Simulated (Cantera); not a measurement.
Feed: 1 mol MgF₂, a varied amount of H₂O, 0.16 mol N₂, held at 1627 °C and 5.10 mbar.

Method: chemical equilibrium by Gibbs-energy minimisation in Cantera with the NASA 1993 tables (ideal gas, pure condensed phases). Candidate condensed phases: H₂O, Mg, MgF₂, MgO, Mg(OH)₂; 50 gas species. Kinetics and transport are ignored.

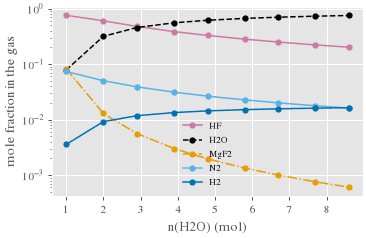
Equilibrium gas composition (values under 1e-9 drawn at 1e-9)

**Question.** Read off the mole fractions at 3.9 mol H₂O.

**Answer.** H₂O about 0.55, HF about 0.39, N₂ about 0.031, H₂ about 0.013, MgF₂ about 0.0030.
